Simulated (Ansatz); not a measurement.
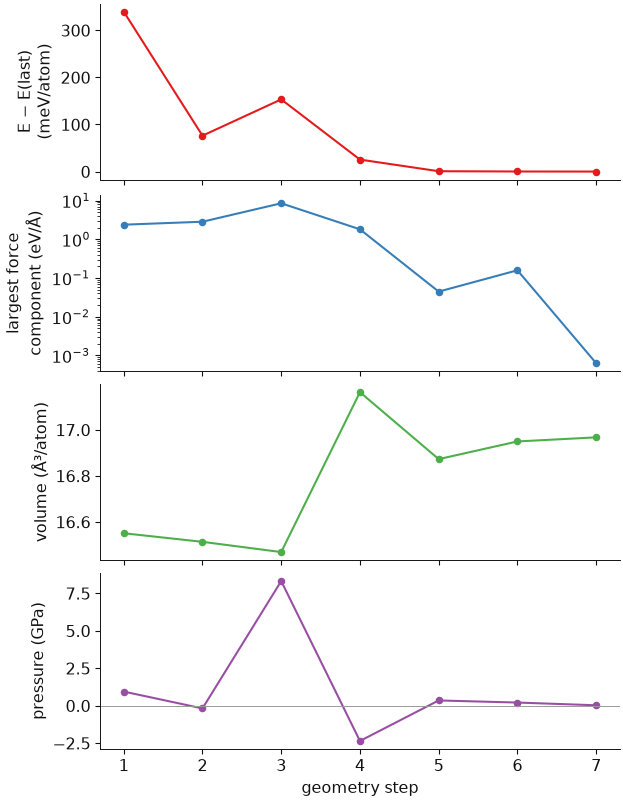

History of a geometry optimisation. Atoms and cell relax. A closing SCF on a freshly chosen basis isn't drawn.

```
crystal:
  lattice:
    - [0.0, 4.10498, 0.0]
    - [4.10498, 0.0, 0.0]
    - [2.05249, 2.05249, -4.910981]
  atoms:
    - { symbol: B, position: [0.389, 0.389, 0.222] }
    - { symbol: B, position: [0.611, 0.611, 0.778] }
    - { symbol: Ag, position: [0.75, 0.25, 0.5] }
    - { symbol: Ag, position: [0.25, 0.75, 0.5] }
    - { symbol: Sr, position: [0.0, 0.0, 0.0] }
  symmetry: { detect: false }
kpoints:
  mp_grid: { grid: [6, 6, 6], shift: [0, 0, 0] }
magnetization:
  spin_polarized: false
scf:
  occupations: { method: cold, width: 0.2277 }
hamiltonian:
  pseudopotentials: { kind: paw }
  xc: r2scan
  hubbard: { sites: [{ species: Ag, l: d, u_eff: 8.0 }], double_counting: fll }
basis:
  ecutwfc: 500
output:
  forces: true
  stress: true
  eigenvalues: true
relax:
  max_steps: 40
  cell: {}
```

Run as:
```bash
ansatz run input.yaml --threads 1 --pin off --max-ram 2560MiB --backend cpu --events-out ev --progress --plain --runs-dir out
```

Q: How did it end, and what did it gain?

A: The optimisation met its thresholds at geometry 7, counting the start as the first. The energy fell by about 340 meV/atom from the first step to the last. Step 3 went uphill and was rejected by the line search. The largest force component goes from about 2.4 eV/Å at the start to 6 × 10⁻⁴ eV/Å at the end, with a peak of 8.5 eV/Å at step 3.

Q: What happens to the cell?

A: The volume grows from 16.55 to 16.97 Å³ per atom (+2.5 %), overshooting to 17.16 at step 4, as the pressure goes from 0.94 GPa to about 0 GPa. The start was compressed.

Q: By which step was nine tenths of the energy gained?

A: By step 4 of 7.
